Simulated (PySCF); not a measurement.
**C4H12O2Si3: density, localisation and related maps**

Input file:

```
{"job": {"kind": "nmr", "xc": "PBE0", "basis": "pcSseg-1"}, "charge": 0, "multiplicity": 1}
C     -3.021915    -0.116459    -0.404948
C     -1.562191     0.105250    -0.032289
Si    -1.295841     1.267641     1.464160
O     -0.984097    -1.135741     0.339582
Si     0.239016    -1.915456    -0.389315
O      0.544498    -3.214894     0.528595
C      1.677207    -0.736379    -0.490720
C      2.535135     0.117050    -0.532431
Si     3.846704     1.417239    -0.567192
H     -3.479772     0.826632    -0.693156
H     -3.566827    -0.529364     0.440750
H     -3.098763    -0.817395    -1.235730
H     -1.034316     0.493940    -0.912660
H     -1.961592     0.674443     2.624892
H     -1.885732     2.572449     1.152129
H      0.142253     1.385404     1.699089
H     -0.082860    -2.460260    -1.702190
H      0.462223    -3.163598     1.477085
H      4.973141     0.935879    -1.371125
H      4.274680     1.680774     0.810749
H      3.270131     2.629790    -1.159211
```

Command:

```sh
OMP_NUM_THREADS=1 python probes_run.py task.json out
```

Geometry: GFN2-xTB.

Computed with PBE0/pcSseg-1, SCF density, gas phase, non-relativistic in PySCF 2.14.0.

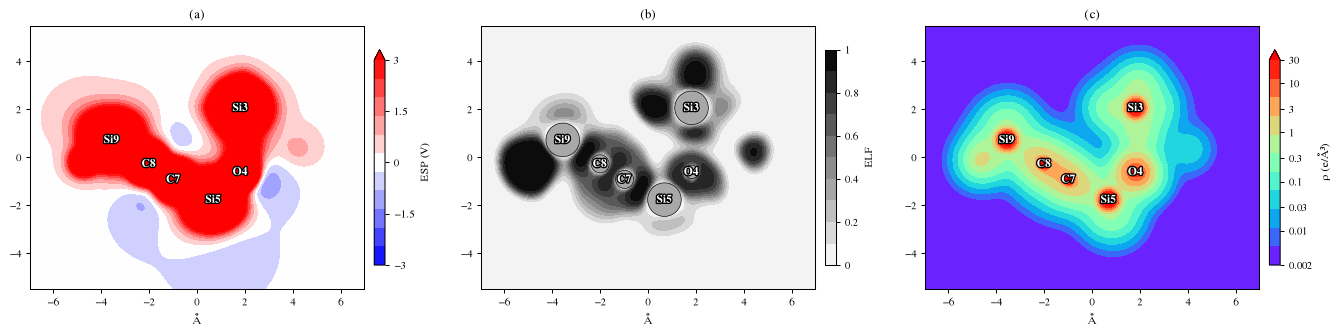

Figure 1. (a) electrostatic potential; (b) electron localisation function; (c) total electron density on the plane of atoms O4, Si5 and C7. Grey discs cover the atomic cores in the ELF map.

**Interpret the plot.**

- The plane passes through Si, O and C nuclei.
- C–C (1.21 Å): ρ at the midpoint is about 2.8 e/Å³; the ELF peaks at about 0.85 between the atoms: a multiple bond.
- Si–O (1.62 Å): the density is about 1.2 e/Å³ at the midpoint; the ELF peaks at about 0.85 between the atoms: a short, strongly polar bond.
- C–Si (1.85 Å): ρ is about 0.93 e/Å³ halfway; the ELF peaks at about 0.95 between the atoms (a covalent bond).
- The ELF also peaks beside O4, away from the bonds: lone-pair regions.
- Outside the dense part of the molecule the potential is most negative (−1.3 V) near O4.

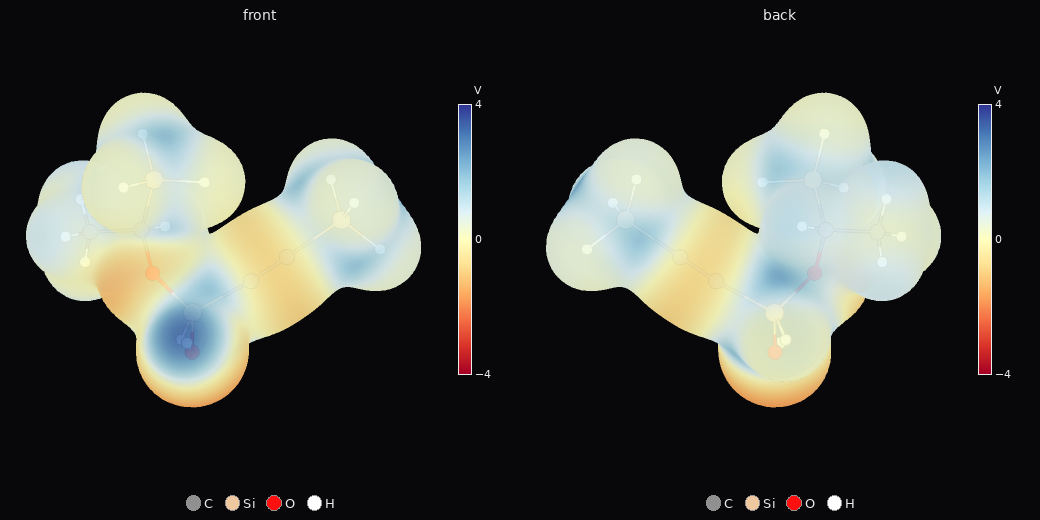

Figure 2. The electrostatic potential painted on the density surface at 0.004 e/bohr³, seen from the front and from behind; red is negative and blue positive.

**Which sites attract a positive test charge, and which a negative one?**

A positive charge is drawn to the negative regions and a negative charge to the positive ones. The most negative region (about −1.6 V, or −37 kcal/mol for a unit charge) lies over O6, the most positive (about +3.1 V, or +71 kcal/mol for a unit charge) over H18. O6 is the likeliest acceptor of a hydrogen bond.

**What dipole moment does the calculation give?**

Its dipole moment is 1.73 D.
